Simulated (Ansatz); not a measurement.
Abstraction of Cl: NbCl5 + C4H9O → NbCl4 + C4H9ClO

Species: NbCl5 (niobium pentachloride) `[Cl][Nb]([Cl])([Cl])([Cl])[Cl]`, singlet; C4H9O `[CH2]COCC`, doublet; NbCl4 `[Cl][Nb]([Cl])([Cl])[Cl]`, doublet; C4H9ClO (2-chloroethyl ethyl ether) `CCOCCCl`, singlet. A radical takes Cl: the energy is the difference in strength between the Nb–Cl bond broken and the C–Cl bond made.

Shapes, held fixed at every level: PBE0-D4/def2-TZVP. Flexible molecules stand in one conformer, not always the lowest. Programs: Ansatz 0.2.0. Electronic energies: no zero-point or thermal term.

| level | kind | ΔE (kJ/mol) | less CCSD(T)/def2-TZVPP |
| --- | --- | --- | --- |
| MP2/def2-TZVPP | perturbation theory | -54.4 | +33.6 |
| HF/def2-TZVPP | Hartree–Fock | -163.1 | -75.1 |
| PBE-D4/def2-TZVPP | GGA | -51.2 | +36.8 |
| r2SCAN-D4/def2-TZVPP | meta-GGA | -42.1 | +45.9 |
| PBE0-D4/def2-TZVPP | global hybrid | -82.9 | +5.1 |
| B2PLYP/def2-TZVPP | double hybrid | -73.1 | +14.9 |
| CCSD/def2-TZVPP | coupled cluster or CI | -114.3 | -26.3 |
| CCSD(T)/def2-TZVPP | coupled cluster or CI | -88.0 | 0.0 |

The highest level, CCSD(T)/def2-TZVPP, gives ΔE = -88.0 kJ/mol; the levels span -163.1 to -42.1. The column of differences is taken from that level and isn't an error. No measured value is set beside it here. T1 is large for NbCl5 (0.021), so single-reference values are less sure there. Open shells run unrestricted. For atoms past krypton def2 sets carry core potentials with scalar relativity. Outer-core shells of Nb are correlated in most correlated rows, in sets that cover them unevenly.

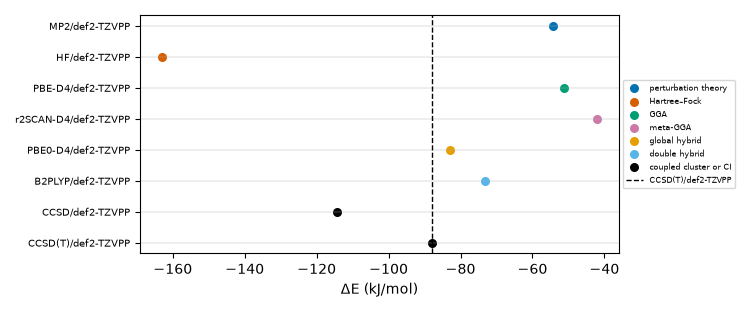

The values of the table, level by level.
